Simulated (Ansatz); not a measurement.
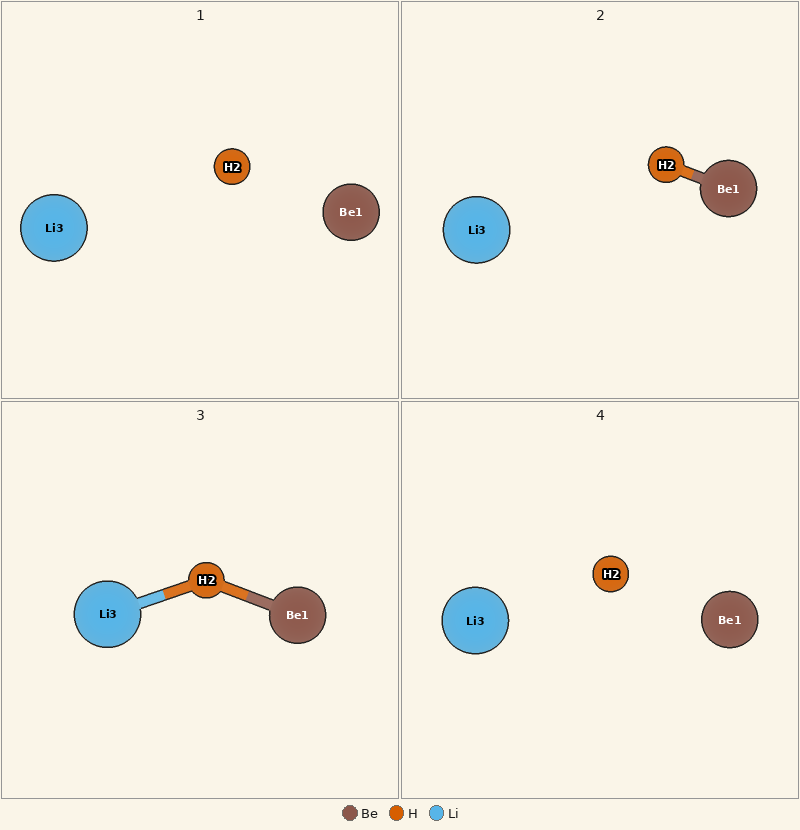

The system Be + HLi. First axis: distance Be1–H2. Second axis: distance H2–Li3. Nothing is relaxed (the angle Be1–H2–Li3 is fixed at 140 degrees). The grid has 16 × 16 points. All energies are given in eV relative to the lowest grid point. The reference is spin-restricted, so regions where a bond is pulled apart into radicals lie too high. The calculation used Ansatz, RKS PBE-D4/aug-cc-pVTZ.

The numbered pictures are structures from this grid.

> Rank them by energy, lowest first.

3, at distance Be1–H2 = 1.591 Å, distance H2–Li3 = 1.702 Å: 0.00 eV; 4, at distance Be1–H2 = 2.076 Å, distance H2–Li3 = 2.332 Å: 0.55 eV; 1, at distance Be1–H2 = 2.076 Å, distance H2–Li3 = 3.068 Å: 1.26 eV; 2, at distance Be1–H2 = 1.087 Å, distance H2–Li3 = 3.265 Å: 1.68 eV.

The map, with the structures marked:

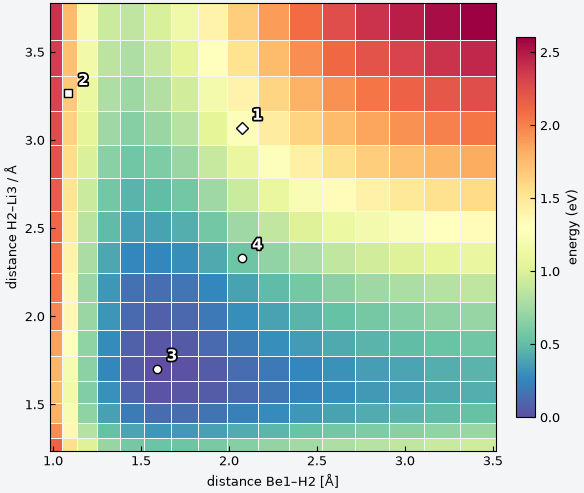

The picture shows one coloured cell a grid point.
